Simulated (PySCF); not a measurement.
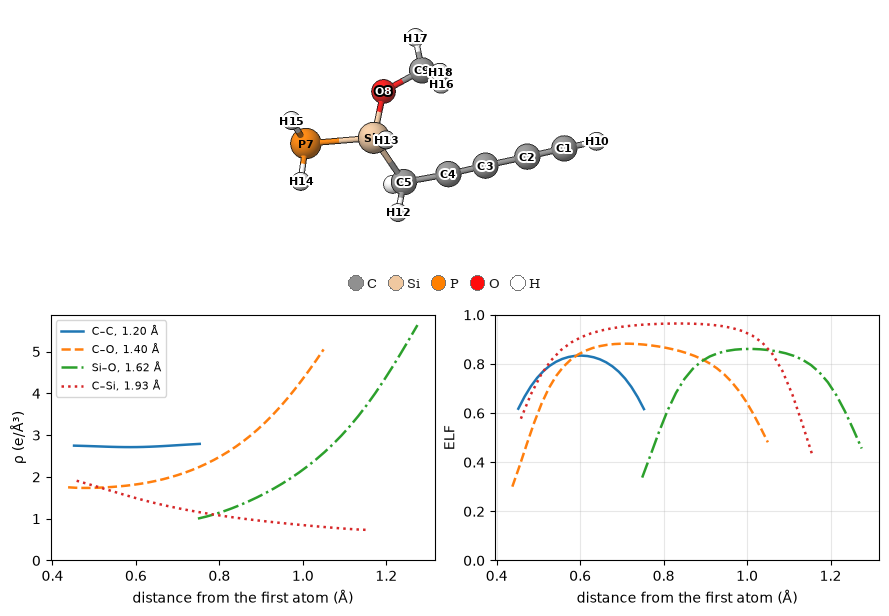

Figure. C₆H₉OPSi. Electron density and ELF along straight lines between neighbouring atoms. The curves leave out the atomic cores. The structure is drawn too.

Geometry: GFN2-xTB.

Computed with PBE0/pcSseg-1, SCF density, gas phase, non-relativistic in PySCF 2.14.0.

```json
{"atom": "C", "x (Å)": "3.5637", "y (Å)": "1.0602", "z (Å)": "2.6890"}
{"atom": "C", "x (Å)": "2.9050", "y (Å)": "0.6321", "z (Å)": "1.7757"}
{"atom": "C", "x (Å)": "2.1572", "y (Å)": "0.1601", "z (Å)": "0.7446"}
{"atom": "C", "x (Å)": "1.5109", "y (Å)": "-0.2533", "z (Å)": "-0.1886"}
{"atom": "C", "x (Å)": "0.6843", "y (Å)": "-0.7228", "z (Å)": "-1.2627"}
{"atom": "Si", "x (Å)": "-1.1703", "y (Å)": "-0.7886", "z (Å)": "-0.7395"}
{"atom": "P", "x (Å)": "-2.4000", "y (Å)": "-0.9588", "z (Å)": "-2.5940"}
{"atom": "O", "x (Å)": "-1.7256", "y (Å)": "0.6218", "z (Å)": "-0.1717"}
{"atom": "C", "x (Å)": "-1.2696", "y (Å)": "1.3737", "z (Å)": "0.9174"}
{"atom": "H", "x (Å)": "4.1371", "y (Å)": "1.4276", "z (Å)": "3.4855"}
{"atom": "H", "x (Å)": "0.7936", "y (Å)": "-0.0502", "z (Å)": "-2.1191"}
{"atom": "H", "x (Å)": "1.0296", "y (Å)": "-1.7094", "z (Å)": "-1.5796"}
{"atom": "H", "x (Å)": "-1.2950", "y (Å)": "-1.8396", "z (Å)": "0.2862"}
{"atom": "H", "x (Å)": "-1.9421", "y (Å)": "-2.2267", "z (Å)": "-2.9021"}
{"atom": "H", "x (Å)": "-3.5228", "y (Å)": "-1.4510", "z (Å)": "-1.9578"}
{"atom": "H", "x (Å)": "-0.3210", "y (Å)": "1.8552", "z (Å)": "0.6751"}
{"atom": "H", "x (Å)": "-2.0198", "y (Å)": "2.1336", "z (Å)": "1.1351"}
{"atom": "H", "x (Å)": "-1.1238", "y (Å)": "0.7424", "z (Å)": "1.7948"}
```

Compare the contacts.

Answer. C–C (1.20 Å): ρ at the midpoint is about 2.7 e/Å³; the ELF peaks at about 0.85 between the atoms; a multiple bond.
C–O (1.40 Å): the density is about 2 e/Å³ at the midpoint, with its minimum of 1.7 e/Å³ about 0.5 Å from C; the ELF peaks at about 0.90 between the atoms; a shared but strongly polarised pair.
Si–O (1.62 Å): the density is about 1.2 e/Å³ at the midpoint; the ELF peaks at about 0.85 between the atoms, as expected for a short, strongly polar bond.
C–Si (1.93 Å): the density is about 0.88 e/Å³ at the midpoint; the ELF peaks at about 0.95 between the atoms: a shared electron pair.
